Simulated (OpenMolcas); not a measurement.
# C3H9BO3 (trimethyl borate) at 5 levels

Wanted: a comparison of 5 runs (HF/STO-3G, B3LYP/6-31G*, M06-L/6-31G*, SVWN5/6-31G*, MP2/6-31G*) of C3H9BO3 (trimethyl borate). 

Program for the calculation: OpenMolcas 26.06.

1 further run of the same task is left out (set aside as unsound or not needed).

### Step 1. The molecule

The species is C3H9BO3 (16 atoms), meant as a singlet with charge 0. SMILES: `COB(OC)OC`. The coordinates come from a PBE0-D4/def2-TZVP relaxation.

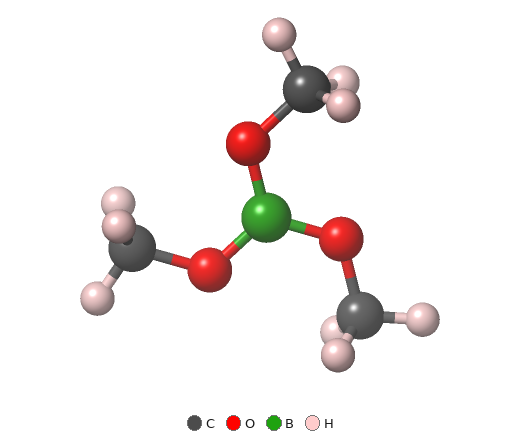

Viewed from a chosen angle; carbon dark grey, oxygen red, boron green, hydrogen pink.

### Step 2. Energy and gradient at HF/STO-3G (run 1)

The input, job.input:

```
* C3H9BO3 Hartree-Fock

&GATEWAY
  BASLIB
  $CurrDir
  BASISSET
  C.STO-3G....
  C1 0.495720 -0.646730 -2.262610 angstrom
  C5 1.010960 -1.178550 1.836440 angstrom
  C7 -1.506700 1.825270 0.426170 angstrom
  End of Basis
  BASISSET
  O.STO-3G....
  O2 -0.175840 0.182850 -1.338690 angstrom
  O4 0.825800 -0.985800 0.450290 angstrom
  O6 -0.650070 0.802840 0.888440 angstrom
  End of Basis
  BASISSET
  B.STO-3G....
  B3 0.000140 0.000100 0.000000 angstrom
  End of Basis
  BASISSET
  H.STO-3G....
  H8 1.580410 -0.565040 -2.153520 angstrom
  H9 0.214930 -1.695090 -2.131270 angstrom
  H10 0.211110 -0.322610 -3.263990 angstrom
  H11 1.432620 -0.286900 2.307940 angstrom
  H12 0.066710 -1.416360 2.333400 angstrom
  H13 1.702440 -2.011880 1.963760 angstrom
  H14 -0.965900 2.546210 -0.192620 angstrom
  H15 -2.330740 1.415550 -0.163930 angstrom
  H16 -1.911590 2.336140 1.300180 angstrom
  End of Basis

&SEWARD

&SCF
  THRESHOLDS
  1e-10 1e-07 1e-07 1e-05
  PRORBITALS
  1 1

&ALASKA
```

The basis set STO-3G is read from a file made from the Basis Set Exchange's data (not shown).

Run with:

```sh
$ export MOLCAS_MEM=1860
$ pymolcas job.input > job.log
```

What it wrote:

```text
--- Start Module: gateway ---
[...]
--- Stop Module: gateway /rc=_RC_ALL_IS_WELL_ ---
[...]
      Basis functions           44
[...]
--- Start Module: scf ---
[...]
       Convergence after  10 Iterations
[...]
::    Total SCF energy                               -363.5261833232
[...]
      Total spin, S                                     0.0000000000
[...]
      Total electronic charge=   56.000000
      Total            charge=   -0.000000
[...]
      Dipole Moment (debye):
      Origin of the operator (angstrom)=   -0.0000   -0.0000    0.0000
                   X=  9.6454E-04               Y=  7.3225E-04               Z= -1.0355E-04           Total=  1.2154E-03
      Quadrupole Moment (debye*angstrom):
[...]
--- Stop Module: scf /rc=_RC_ALL_IS_WELL_ ---
[...]
--- Start Module: alaska ---
[...]
 *              Molecular gradients               *
 **************************************************
  Irreducible representation: a
 ------------------------------------------------------------------------------------------
                              X                       Y                       Z
 ------------------------------------------------------------------------------------------
  C1               -4.49759879947820E-03    5.37993706994788E-03   -2.16838917287276E-03
  C5                3.39071321487427E-03   -4.20436355807263E-03   -4.97363553965169E-03
  C7                1.09994337840469E-03   -1.17872084751358E-03    7.14302098810754E-03
  O2                1.03286900508008E-02   -1.26667505699860E-02   -8.31857868664265E-03
  O4               -4.37232763328410E-04    8.91825214049291E-04    1.83147124468639E-02
  O6               -9.94073699682518E-03    1.17241313280374E-02   -9.98264642939972E-03
  B3                6.24284318117797E-05    4.81383552760422E-05   -1.40001097464773E-05
  H8               -1.79029464954272E-03    1.74730040016831E-03    2.75410528725234E-03
[...]
--- Stop Module: alaska /rc=_RC_ALL_IS_WELL_ ---
[...]
```

It took 4.8 s on 1 thread of AMD EPYC 7R43 (Zen 3), shared host; peak memory 0.37 GiB.

### Step 3. Energy and gradient at B3LYP/6-31G(d) (spherical functions) (run 2)

The input, mol.xyz:

```xyz
16

C      0.495720    -0.646730    -2.262610
O     -0.175840     0.182850    -1.338690
B      0.000140     0.000100     0.000000
O      0.825800    -0.985800     0.450290
C      1.010960    -1.178550     1.836440
O     -0.650070     0.802840     0.888440
C     -1.506700     1.825270     0.426170
H      1.580410    -0.565040    -2.153520
H      0.214930    -1.695090    -2.131270
H      0.211110    -0.322610    -3.263990
H      1.432620    -0.286900     2.307940
H      0.066710    -1.416360     2.333400
H      1.702440    -2.011880     1.963760
H     -0.965900     2.546210    -0.192620
H     -2.330740     1.415550    -0.163930
H     -1.911590     2.336140     1.300180
```

The input, run.input:

```
>>> EXPORT MOLCAS_PRINT=2

&GATEWAY
 BasLib=$CurrDir
 Coord=mol.xyz
 Basis=6-31Gs
 Group=NoSym

&SEWARD
 GridInput
 Grid=UltraFine
 End of Grid

&SCF
 KSDFT=B3LYP
 Thresholds=1e-10 1e-07 1e-07 1e-05
 PrOrbitals=1 1

&ALASKA
```

The basis set 6-31G* is read from a file made from the Basis Set Exchange's data (not shown).

Run with:

```sh
$ export MOLCAS_MEM=1860
$ pymolcas run.input > run.log
```

What it wrote:

```text
--- Start Module: gateway ---
[...]
--- Stop Module: gateway /rc=_RC_ALL_IS_WELL_ ---
[...]
      Basis functions          116
[...]
--- Start Module: scf ---
[...]
       Convergence after  13 Iterations
[...]
::    Total KS-DFT energy                            -370.3805686866
[...]
      Total spin, S                                     0.0000000000
[...]
      Total electronic charge=   56.000000
      Total            charge=   -0.000000
[...]
      Dipole Moment (debye):
      Origin of the operator (angstrom)=   -0.0000   -0.0000    0.0000
                   X=  6.7352E-04               Y=  5.2910E-04               Z= -1.0414E-04           Total=  8.6279E-04
      Quadrupole Moment (debye*angstrom):
[...]
--- Stop Module: scf /rc=_RC_ALL_IS_WELL_ ---
[...]
--- Start Module: alaska ---
[...]
 *              Molecular gradients               *
 **************************************************
  Irreducible representation: a
 ------------------------------------------------------------------------------------------
                              X                       Y                       Z
 ------------------------------------------------------------------------------------------
  C1               -1.49366418281760E-03    1.84712250854080E-03    2.34149534137451E-03
  O2                3.31405325629763E-03   -4.01171410718515E-03    6.62989376886358E-04
  B3                5.28852318737658E-05    4.17548268792549E-05   -1.07823752990912E-05
  O4               -1.99826233459355E-03    2.46754709099228E-03    4.17688321075305E-03
  C5               -5.63291810506072E-04    6.11120693109424E-04   -3.21962485728999E-03
  O6               -1.36145508814156E-03    1.50005866607295E-03   -4.82924614317248E-03
  C7                2.04862104595716E-03   -2.46554064828075E-03    8.77137214226165E-04
  H8               -2.20267903240856E-03    2.26352749416125E-04    2.14048289696844E-04
[...]
--- Stop Module: alaska /rc=_RC_ALL_IS_WELL_ ---
[...]
```

Wall time 2.2 min (1 thread of AMD EPYC 7R43 (Zen 3), shared host); peak memory 0.71 GiB.

Runs 3 to 4 aren't shown in full; the table further down has their settings and results.

### Step 4. The energy at MP2/6-31G(d) (spherical functions) (run 5)

mol.xyz is that of step 3.

The input, mol.inp:

```
* C3H9BO3 MP2
&GATEWAY
BASLIB
$CurrDir
COORD
mol.xyz
BASIS
6-31Gs
GROUP
NoSym
&SEWARD
&SCF
THRESHOLDS
1e-10 1e-07 1e-07 1e-05
PRORBITALS
1 1
&MBPT2
FROZEN
7
```

The basis set 6-31G* is read from a file made from the Basis Set Exchange's data (not shown).

Run with:

```sh
$ export MOLCAS_MEM=1860
$ pymolcas mol.inp > mol.log
```

What it wrote:

```text
--- Start Module: gateway ---
[...]
--- Stop Module: gateway /rc=_RC_ALL_IS_WELL_ ---
[...]
      Basis functions          116
[...]
--- Start Module: scf ---
[...]
       Convergence after  12 Iterations
[...]
::    Total SCF energy                               -368.2478947926
[...]
      Total spin, S                                     0.0000000000
[...]
      Total electronic charge=   56.000000
      Total            charge=   -0.000000
[...]
      Dipole Moment (debye):
      Origin of the operator (angstrom)=   -0.0000   -0.0000    0.0000
                   X=  9.6883E-04               Y=  7.7318E-04               Z= -1.3395E-04           Total=  1.2468E-03
      Quadrupole Moment (debye*angstrom):
[...]
--- Stop Module: scf /rc=_RC_ALL_IS_WELL_ ---
[...]
--- Start Module: mbpt2 ---
[...]
WARNING!
Default frozen orbitals as non valence orbitals is overwritten by user input.
Default values:   7
[...]
       Reference weight ( Cref**2 )         =        0.77632
::    Total MBPT2 energy                             -369.2263195566
[...]
      Total MBPT2 calculations                           1.10      1.32
--- Stop Module: mbpt2 /rc=_RC_ALL_IS_WELL_ ---
[...]
```

Wall time 23 s (1 thread of AMD EPYC 7R43 (Zen 3), shared host); peak memory 0.71 GiB.

### Step 5. The series

```tsv
run	level	integration grid	task	energy (Eh)	dipole moment (D) of the reference	HOMO energy (eV)	LUMO energy (eV)	wall time
1	HF/STO-3G	–	gradient	-363.526183	0.00	-9.16	10.64	4.8 s
2	B3LYP/6-31G* (spherical functions)	UltraFine	gradient	-370.380569	0.00	-7.52	2.39	2.2 min
3	M06-L/6-31G* (spherical functions)	UltraFine	gradient	-370.318715	0.00	-6.57	2.03	3.5 min
4	SVWN5/6-31G* (spherical functions)	UltraFine	gradient	-367.348259	0.00	-6.26	1.33	93 s
5	MP2/6-31G* (spherical functions)	–	energy	-369.226320	0.00	-11.99	6.64	23 s
```

### Step 6. Results

```
                                          quantity          value
                               run 5: total energy  -369.22632 Eh
         run 5: dipole moment (mean-field density)         0.00 D
        run 5: HOMO energy (Hartree–Fock orbitals)      -11.99 eV
        run 5: LUMO energy (Hartree–Fock orbitals)        6.64 eV
      run 5: HOMO–LUMO gap (Hartree–Fock orbitals)       18.63 eV
run 5: correlation energy (7 core orbitals frozen)     -978.4 mEh
```

In words: Over runs 1, 2, 3, 4 the HOMO–LUMO gap runs from 7.59 eV (SVWN5/6-31G*) to 19.80 eV (HF/STO-3G). The two ends differ in method and basis. Totals of different functionals can't be ranked against each other. In run 1 the basis is minimal, so the values are rough. All runs together took 7.7 min, the longest 3.5 min.
